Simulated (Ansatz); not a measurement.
Geometry optimisation.

Program: Ansatz.

```
crystal:
  lattice:
    - [0.0, 3.38900537, 3.38900537]
    - [3.38900537, 0.0, 3.38900537]
    - [3.38900537, 3.38900537, 0.0]
  atoms:
    - { symbol: Be, position: [0.0, 0.0, 0.0] }
    - { symbol: Cl, position: [0.25, 0.25, 0.25] }
    - { symbol: Cl, position: [0.75, 0.75, 0.75] }
    - { symbol: Cl, position: [0.5, 0.5, 0.5] }
basis:
  ecutwfc: 420
kpoints:
  mp_grid: { grid: [12, 12, 12] }
hamiltonian:
  xc: pbe
scf:
  occupations: { method: gaussian, width: 0.1 }
output:
  forces: true
  stress: true
  eigenvalues: true
relax:
  adjacent_minimum: "off"
  f_tol: 0.01
  max_steps: 80
  cell: { stress_tol: 0.05 }
```

Run as:
```bash
ansatz run input.yaml --threads 1 --pin off --max-ram 2048MiB --backend cpu --events-out ev --progress --plain --runs-dir out
```

How does the optimisation go?

The optimisation met its thresholds at geometry 4, counting the start as the first. The energy fell by about 11 meV/atom from the first step to the last. All forces vanish by symmetry, so only the cell moves. The volume shrinks from 19.5 to 18.2 Å³ per atom (−7 %), overshooting to 17.9 at step 2, as the pressure goes from −2.7 GPa to about 0 GPa.

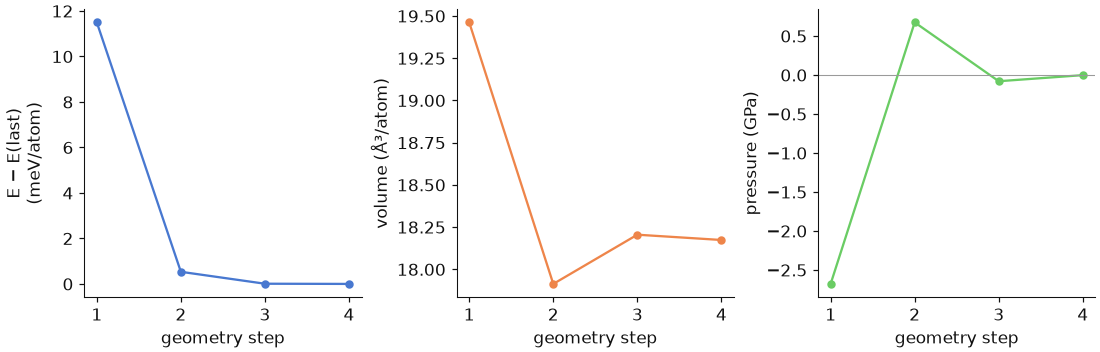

History of the run, step by step. Atoms and cell relax. A closing SCF on a freshly chosen basis isn't drawn.
